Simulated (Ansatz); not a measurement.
System: Ga$_{2}$GeO$_{5}$.

```xyz
16
Lattice="3.0608 0.0000 0.0000 0.0000 7.8779 0.0000 0.0000 0.0000 8.2630" Properties=species:S:1:pos:R:3 pbc="T T T"
Ga    1.5304    4.7019    5.4572
Ga    0.0000    1.9893    4.0866
Ga    1.5304    3.1760    1.3257
Ga    0.0000    5.8885    8.2181
Ge    1.5304    7.0189    2.8630
Ge    1.5304    0.8589    6.9944
O     1.5304    5.6603    3.8941
O     1.5304    0.7541    3.6081
O     1.5304    2.9425    4.8348
O     0.0000    5.0377    6.4458
O     0.0000    7.0300    1.8623
O     1.5304    2.2175    8.0256
O     1.5304    4.9354    0.7033
O     1.5304    7.1237    7.7396
O     0.0000    0.8479    5.9938
O     0.0000    2.8401    2.3143
```

Space group Pmc2₁; a generated structure, not necessarily the stable one.

Method: Ansatz, DFT PBE, scalar-relativistic, plane waves, PAW.

What will maps of the valence pseudo-density and electron localisation function show?

Answer. Ge–O (1.71 Å): ρ at the midpoint is about 1.2 e/Å³; the ELF peaks at about 0.75 in the valence shell of O, 0.6 Å from its nucleus, and is about 0.55 at the midpoint.
Ga–O (1.83 Å): ρ is about 0.8 e/Å³ halfway; the ELF peaks at about 0.80 in the valence shell of O, 0.6 Å from its nucleus, and is about 0.35 at the midpoint.
Ge–O (1.78 Å): ρ at the midpoint is about 1 e/Å³; the ELF peaks at about 0.80 in the valence shell of O, 0.6 Å from its nucleus, and is about 0.55 at the midpoint.

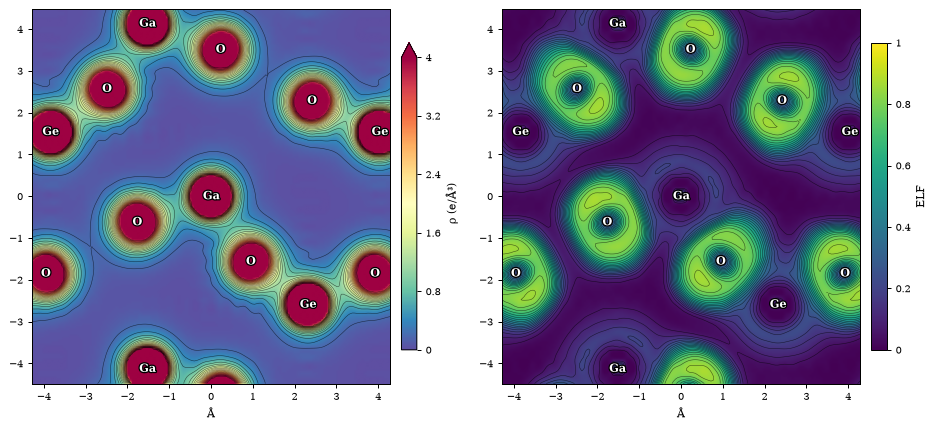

Computed valence pseudo-density and electron localisation function on the (100) plane of the conventional cell, in this order. 

The density is the valence pseudo-density of a PAW calculation; it isn't the true density close to the nuclei.
